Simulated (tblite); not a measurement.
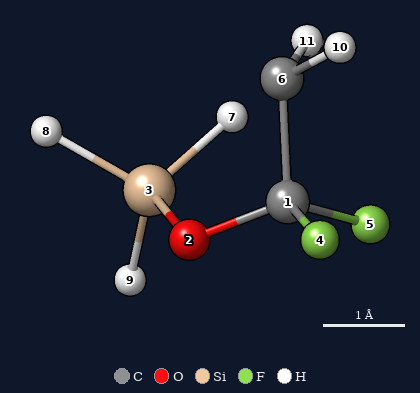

**Figure 1.** The input geometry (ball-and-stick view, seen at a tilt; atoms are numbered from 1 in the order of the input). Bond lengths as drawn: C–C 1.54 Å, C–F 1.38 Å, C–H 1.11 to 1.12 Å, C–O 1.37 Å, H–Si 1.45 to 1.48 Å and O–Si 1.71 Å.

**C2H5F2OSi: geometry relaxation**

System: C2H5F2OSi, multiplicity 2, SMILES [CH2]C(F)(F)O[SiH3].
Method: GFN2-xTB geometry optimisation, gas phase (tblite 0.8.0).

**Output**
```
step      E/eV     max force
  0    -599.76878    3.065
  1    -600.02787    1.686
  2    -600.21292    1.160
  3    -600.27839    0.930
  4    -600.39874    0.895
  5    -600.44802    0.616
  6    -600.49564    0.612
  7    -600.52867    0.525
  8    -600.56154    0.457
  9    -600.58432    0.341
 10    -600.59991    0.317
 11    -600.61287    0.288
 12    -600.62495    0.259
 13    -600.63426    0.230
 14    -600.64168    0.233
 15    -600.64857    0.207
 16    -600.65359    0.163
 17    -600.65628    0.130
 18    -600.65805    0.110
 19    -600.65984    0.141
 20    -600.66186    0.139
 21    -600.66362    0.088
 22    -600.66481    0.107
 23    -600.66593    0.109
 24    -600.66749    0.117
 25    -600.66917    0.115
 26    -600.67051    0.116
 27    -600.67148    0.120
 28    -600.67245    0.105
 29    -600.67366    0.112
 30    -600.67517    0.124
 31    -600.67688    0.152
 32    -600.67847    0.139
 33    -600.67979    0.119
 34    -600.68108    0.106
 35    -600.68299    0.127
 36    -600.68602    0.218
 37    -600.69112    0.293
 38    -600.69762    0.312
 39    -600.70417    0.223
 40    -600.70815    0.307
 41    -600.71529    0.288
 42    -600.72171    0.295
 43    -600.73251    0.272
 44    -600.73748    0.177
 45    -600.74135    0.187
 46    -600.74418    0.182
 47    -600.74706    0.195
 48    -600.75097    0.197
 49    -600.75483    0.181
 50    -600.75978    0.181
 51    -600.76492    0.195
 52    -600.76868    0.169
 53    -600.77059    0.136
 54    -600.77181    0.076
 55    -600.77243    0.061
 56    -600.77307    0.069
 57    -600.77374    0.077
 58    -600.77441    0.071
 59    -600.77489    0.059
 60    -600.77526    0.049
 61    -600.77552    0.050
 62    -600.77577    0.048
 63    -600.77612    0.055
 64    -600.77671    0.078
 65    -600.77759    0.100
 66    -600.77847    0.083
 67    -600.77914    0.075
 68    -600.77976    0.080
 69    -600.78045    0.092
 70    -600.78133    0.112
 71    -600.78227    0.087
 72    -600.78290    0.088
 73    -600.78360    0.051
 74    -600.78409    0.054
 75    -600.78462    0.046
 76    -600.78513    0.057
 77    -600.78564    0.047
 78    -600.78611    0.056
 79    -600.78645    0.033
 80    -600.78665    0.039
 81    -600.78681    0.031
 82    -600.78700    0.043
 83    -600.78728    0.048
 84    -600.78773    0.066
 85    -600.78847    0.077
 86    -600.78972    0.107
 87    -600.79169    0.131
 88    -600.79440    0.149
 89    -600.79724    0.127
 90    -600.79951    0.126
 91    -600.80081    0.156
 92    -600.80263    0.145
 93    -600.80434    0.116
 94    -600.80668    0.082
 95    -600.80849    0.101
 96    -600.80969    0.127
 97    -600.81098    0.093
 98    -600.81158    0.076
 99    -600.81188    0.054
100    -600.81104    0.113
101    -600.81208    0.041
102    -600.81214    0.034
103    -600.81220    0.018
104    -600.81223    0.016
105    -600.81228    0.018
106    -600.81231    0.020
107    -600.81234    0.020
108    -600.81239    0.019
109    -600.81246    0.022
110    -600.81253    0.026
111    -600.81258    0.018
112    -600.81261    0.010
113    -600.81262    0.009
114    -600.81263    0.009
115    -600.81264    0.011
116    -600.81266    0.010
117    -600.81267    0.010
118    -600.81268    0.013
119    -600.81270    0.014
120    -600.81273    0.014
121    -600.81276    0.020
122    -600.81283    0.033
123    -600.81296    0.048
124    -600.81321    0.063
125    -600.81360    0.101
126    -600.81433    0.071
127    -600.81487    0.214
128    -600.81282    0.252
129    -600.81576    0.046
130    -600.81572    0.181
131    -600.81619    0.074
132    -600.81642    0.052
133    -600.81695    0.065
134    -600.81717    0.033
135    -600.81692    0.179
136    -600.81753    0.049
137    -600.81772    0.039
138    -600.81698    0.259
139    -600.81817    0.024
140    -600.81834    0.018
141    -600.81645    0.325
142    -600.81852    0.015
143    -600.81864    0.021
144    -600.81783    0.232
145    -600.81883    0.024
146    -600.81894    0.033
147    -600.81893    0.118
148    -600.81913    0.042
149    -600.81920    0.044
150    -600.81934    0.073
151    -600.81943    0.040
152    -600.81956    0.027
153    -600.81966    0.044
154    -600.81975    0.021
155    -600.81987    0.064
156    -600.81995    0.016
157    -600.81985    0.089
158    -600.82002    0.021
159    -600.82005    0.009
160    -600.82008    0.005
```

**Trajectory as extended XYZ (Å, eV, eV/Å), 9 of the 28 frames kept, from step=0 to step=160**
```
11
Properties=species:S:1:pos:R:3:forces:R:3 step=0 energy=-599.76878
C    -0.9170   -0.4499   -0.3207    0.0550   2.3370   0.2160
O     0.1962   -0.2028   -1.0809   -0.1100  -0.8280   1.2830
Si    1.5994    0.0887   -0.1461    0.1790   0.2170  -0.4010
F    -2.0582   -0.6642   -1.0624    1.3110  -0.1410   0.2640
F    -0.8036   -1.5314    0.5224    0.0560  -0.0840  -0.6790
C    -1.1527    0.7611    0.5990   -1.8290  -1.8470   1.6230
H     1.2590    0.0074    1.2829    0.2860  -0.1500  -0.2600
H     2.2125    1.4109   -0.4004   -0.5750  -0.1760  -0.1110
H     2.6088   -0.8786   -0.5268   -0.1580  -0.3180  -0.1280
H    -2.2391    0.8569    0.8397    0.7890   0.5070  -0.7190
H    -0.6522    0.6381    1.5854   -0.0020   0.4830  -1.0880
11
Properties=species:S:1:pos:R:3:forces:R:3 step=18 energy=-600.65805
C    -0.9368   -0.4302   -0.2025    0.0140  -0.0210   0.0280
O     0.2198   -0.0968   -0.7835    0.0260   0.0140   0.0670
Si    1.7098    0.0666   -0.1017    0.0880   0.0060  -0.0380
F    -1.8682   -0.6131   -1.1707    0.0080  -0.0020   0.0100
F    -0.8156   -1.6921    0.3736   -0.0390   0.0800   0.0220
C    -1.4003    0.5572    0.7901   -0.0520  -0.0100   0.0280
H     1.6350   -0.0640    1.3584    0.0100   0.0270  -0.0970
H     2.0566    1.4155   -0.5336    0.0470  -0.0100   0.0490
H     2.5347   -0.9908   -0.6685   -0.0240  -0.0200  -0.0160
H    -2.3704    0.9989    0.6861    0.0080  -0.0270   0.0040
H    -0.7116    0.8847    1.5444   -0.0860  -0.0370  -0.0570
11
Properties=species:S:1:pos:R:3:forces:R:3 step=42 energy=-600.72171
C    -0.8847   -0.2718   -0.1019    0.1380   0.0630  -0.0790
O     0.2592    0.2952   -0.4974   -0.0700   0.0940   0.0150
Si    1.8485   -0.0156   -0.1717   -0.0780  -0.0310   0.0170
F    -1.6086   -0.6433   -1.1965    0.0550   0.0310   0.0150
F    -0.6199   -1.4726    0.5273    0.0460  -0.2740   0.0990
C    -1.6921    0.5803    0.7940    0.0540  -0.1060  -0.1530
H     1.9922   -0.2077    1.2789    0.0080   0.0050  -0.1670
H     2.3488    1.2527   -0.6786    0.0410  -0.0020   0.0390
H     2.3606   -1.1720   -0.9157   -0.1550   0.0610   0.1070
H    -2.7119    0.7841    0.5511   -0.0580   0.0600  -0.0010
H    -1.2389    0.9068    1.7026    0.0180   0.0980   0.1080
11
Properties=species:S:1:pos:R:3:forces:R:3 step=60 energy=-600.77526
C    -0.8025   -0.1982   -0.0023   -0.0350   0.0280  -0.0030
O     0.2939    0.5269   -0.2105    0.0010  -0.0280  -0.0140
Si    1.8562   -0.0325   -0.2098   -0.0080   0.0150   0.0060
F    -1.3246   -0.6149   -1.1956    0.0390  -0.0060   0.0230
F    -0.4704   -1.3975    0.6209   -0.0270  -0.0090   0.0160
C    -1.8197    0.5229    0.7833   -0.0060   0.0160   0.0120
H     2.2112   -0.2996    1.1834    0.0150  -0.0390  -0.0250
H     2.4724    1.1637   -0.7590   -0.0010   0.0040  -0.0110
H     1.9696   -1.2335   -1.0316    0.0150   0.0320   0.0130
H    -2.8103    0.6443    0.3960    0.0160  -0.0090  -0.0040
H    -1.5228    0.9545    1.7171   -0.0100  -0.0030  -0.0140
11
Properties=species:S:1:pos:R:3:forces:R:3 step=84 energy=-600.78773
C    -0.7759   -0.1760    0.1012    0.0120  -0.0260   0.0220
O     0.3454    0.5281    0.0185    0.0040  -0.0170  -0.0150
Si    1.8841   -0.0428   -0.2425    0.0240   0.0120  -0.0250
F    -1.1478   -0.6328   -1.1347    0.0180  -0.0190  -0.0080
F    -0.5480   -1.3643    0.7992    0.0360  -0.0070   0.0000
C    -1.8861    0.5604    0.7268   -0.0070   0.0100   0.0180
H     2.4085   -0.4753    1.0508   -0.0200  -0.0150  -0.0070
H     2.4628    1.1922   -0.7507   -0.0100  -0.0100   0.0260
H     1.8789   -1.1448   -1.2007   -0.0180   0.0320   0.0130
H    -2.8453    0.5514    0.2548   -0.0610   0.0260  -0.0070
H    -1.7234    1.0399    1.6694    0.0230   0.0150  -0.0170
11
Properties=species:S:1:pos:R:3:forces:R:3 step=102 energy=-600.81214
C    -0.7468   -0.2286    0.2511    0.0030  -0.0090   0.0030
O     0.3508    0.5000    0.0816   -0.0080  -0.0030   0.0110
Si    1.8709   -0.0367   -0.3150    0.0080   0.0280  -0.0160
F    -1.0184   -0.9766   -0.8630    0.0010   0.0060   0.0040
F    -0.5151   -1.2078    1.2165   -0.0060   0.0030  -0.0040
C    -1.9144    0.5890    0.6218    0.0100  -0.0030   0.0130
H     2.3665   -0.9186    0.7369   -0.0060  -0.0050   0.0070
H     2.4870    1.2811   -0.3503    0.0060  -0.0240  -0.0070
H     1.8159   -0.7326   -1.5973    0.0090   0.0060   0.0010
H    -2.8353    0.4724    0.0907   -0.0240  -0.0120  -0.0150
H    -1.8081    1.2944    1.4191    0.0070   0.0110   0.0030
11
Properties=species:S:1:pos:R:3:forces:R:3 step=120 energy=-600.81273
C    -0.7409   -0.2299    0.2758    0.0100   0.0020   0.0000
O     0.3557    0.4998    0.1046    0.0030   0.0030   0.0030
Si    1.8682   -0.0347   -0.3244   -0.0030   0.0070   0.0000
F    -0.9916   -1.0098   -0.8208   -0.0050  -0.0040  -0.0130
F    -0.5178   -1.1819    1.2703   -0.0060   0.0020   0.0010
C    -1.9195    0.5896    0.6055    0.0040   0.0010   0.0140
H     2.3527   -0.9749    0.6812    0.0010  -0.0020   0.0010
H     2.5064    1.2715   -0.3065    0.0040   0.0060   0.0060
H     1.8020   -0.6602   -1.6414   -0.0030  -0.0100  -0.0050
H    -2.8373    0.4344    0.0775   -0.0060  -0.0060   0.0010
H    -1.8248    1.3322    1.3702    0.0020   0.0010  -0.0090
11
Properties=species:S:1:pos:R:3:forces:R:3 step=144 energy=-600.81783
C    -0.7447   -0.1975    0.2162   -0.0150  -0.0220   0.0170
O     0.3669    0.5094    0.1205   -0.0040   0.0030  -0.0020
Si    1.8805   -0.0436   -0.2826    0.0250  -0.0040   0.0090
F    -1.0083   -0.8680   -0.9627   -0.0060   0.0110   0.0020
F    -0.5668   -1.2645    1.1006    0.0040   0.0070  -0.0050
C    -1.9179    0.5913    0.6242   -0.1460   0.0710   0.0510
H     2.3177   -1.0122    0.7186   -0.0060  -0.0020  -0.0060
H     2.5477    1.2460   -0.2093   -0.0050   0.0040  -0.0050
H     1.8414   -0.6432   -1.6131   -0.0050   0.0060   0.0040
H    -2.8946    0.1414    0.5512    0.2000   0.1140   0.0210
H    -1.7687    1.5768    1.0284   -0.0440  -0.1880  -0.0840
11
Properties=species:S:1:pos:R:3:forces:R:3 step=160 energy=-600.82008
C    -0.7434   -0.2023    0.2253   -0.0030   0.0010   0.0020
O     0.3710    0.5019    0.1455   -0.0010   0.0000  -0.0030
Si    1.8832   -0.0428   -0.2746    0.0000  -0.0040   0.0020
F    -1.0021   -0.8516   -0.9744    0.0040  -0.0040   0.0010
F    -0.5809   -1.2810    1.0867   -0.0010  -0.0030  -0.0040
C    -1.9170    0.5876    0.6295   -0.0020   0.0030   0.0020
H     2.3069   -1.0643    0.6782    0.0020   0.0020   0.0000
H     2.5556    1.2390   -0.1384    0.0030   0.0000  -0.0030
H     1.8428   -0.5771   -1.6327   -0.0010   0.0050   0.0020
H    -2.8676    0.0986    0.7003    0.0000   0.0040   0.0010
H    -1.7953    1.6279    0.8467   -0.0010  -0.0030  -0.0010
```

The run was set up as follows.

**Input**
```
{"job": {"kind": "relax", "xc": "GFN2-xTB", "basis": "xTB"}, "charge": 0, "multiplicity": 2}
C     -0.917046    -0.449943    -0.320696
O      0.196178    -0.202841    -1.080922
Si     1.599393     0.088682    -0.146128
F     -2.058229    -0.664184    -1.062405
F     -0.803583    -1.531370     0.522433
C     -1.152661     0.761083     0.599041
H      1.259007     0.007386     1.282905
H      2.212522     1.410862    -0.400417
H      2.608836    -0.878629    -0.526833
H     -2.239087     0.856885     0.839689
H     -0.652219     0.638101     1.585447
```

The first line tells a small driver script what to run in tblite; the rest is the geometry in Å.

Run as:
```bash
OMP_NUM_THREADS=1 python <driver script> task.json out
```

**Key numbers**

| quantity | value |
| --- | --- |
| outcome | converged |
| total energy | −600.8201 eV |
| hardware | 1 CPU thread, shared host |
| wall time | 2.7 s |
| peak memory | 0.18 GiB |
